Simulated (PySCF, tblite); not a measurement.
# C₈H₈N radical: geometry, infrared bands and EPR parameters

Aim: predict the infrared bands and EPR parameters of C₈H₈N radical (`[CH2]/C=C\c1ccncc1`).

The runs use tblite 0.8.0 and PySCF 2.14.0, with density-fitted response routines of our own; the level of theory stands in each step. All values are computed, except where a source is named. Atoms are numbered from 0 throughout.

**1. The molecule as given**

17 atoms, charge 0, multiplicity 2; geometry from: force field or distance geometry start.

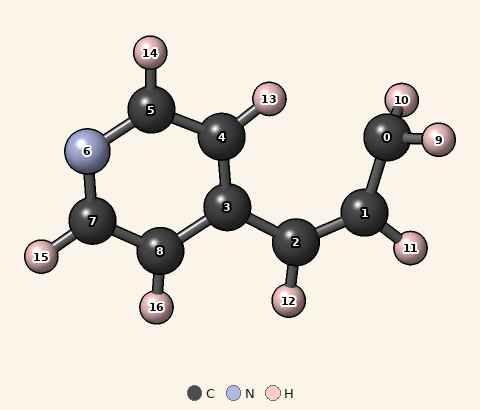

As it starts; carbon dark grey, nitrogen light blue, hydrogen pink, atoms numbered.

**2. Relaxing the molecule with GFN2-xTB**

Job settings and geometry (Å):

```
{"job": {"kind": "relax", "xc": "GFN2-xTB", "basis": "xTB"}, "charge": 0, "multiplicity": 2}
C      2.588900     0.521200     0.233500
C      2.090100    -0.829900     0.023800
C      0.842500    -1.187800     0.044500
C     -0.318500    -0.339000     0.232100
C     -0.329100     1.005400     0.474000
C     -1.528100     1.711500     0.643600
N     -2.710300     1.106200     0.603100
C     -2.711000    -0.206400     0.392700
C     -1.554700    -0.966500     0.204000
H      3.371900     0.580600     1.019500
H      3.032000     0.880300    -0.714900
H      2.852100    -1.620900    -0.134800
H      0.638500    -2.258800    -0.118000
H      0.562800     1.576200     0.512400
H     -1.476000     2.782700     0.822400
H     -3.660800    -0.731100     0.363100
H     -1.697600    -2.011900     0.038300
```

Launch:

```console
> OMP_NUM_THREADS=1 python probes_run.py task.json out
```

One launch serves the whole session: the jobs run in the order shown.

**Question.** This job is followed by: GFN2-xTB harmonic vibrations, gas phase; UKS B3LYP, pcH-1 on C H N, non-relativistic, mean-field spin-orbit, GIAO. What will the session give for the following? strongest single infrared mode (GFN2-xTB); zero-point energy (GFN2-xTB); g(iso) (B3LYP); ⟨S²⟩; largest a(iso) (averaged by class); surface potential, least and greatest.

The runs gave:

```
                                 quantity                 value
strongest single infrared mode (GFN2-xTB)  1570 cm⁻¹, 88 km/mol
             zero-point energy (GFN2-xTB)         83.1 kcal/mol
                           g(iso) (B3LYP)               2.00275
                                     ⟨S²⟩    0.782 (exact 0.75)
       largest a(iso) (averaged by class)   13C on C2, 53.2 MHz
    surface potential, least and greatest    -1.74 V and 1.07 V
```

In words: The optimisation took 105 steps and gained 1.349 eV; among the close pairs (by a distance rule), C1–C2 changed most, from 1.298 to 1.406 Å. All 45 modes are real, so the xTB geometry is a minimum. The strongest single mode, at 1570 cm⁻¹, has its largest shares on C7, C5, C8 and C1 (the list is cut at 4 atoms). Unscaled tight-binding wavenumbers are off by several per cent, some by more. Its intensities can rank the bands wrongly. The largest spin populations lie on C2 (0.62 e), C0 (0.51 e). The isotropic g lies 0.4 ppt above the free-electron value.
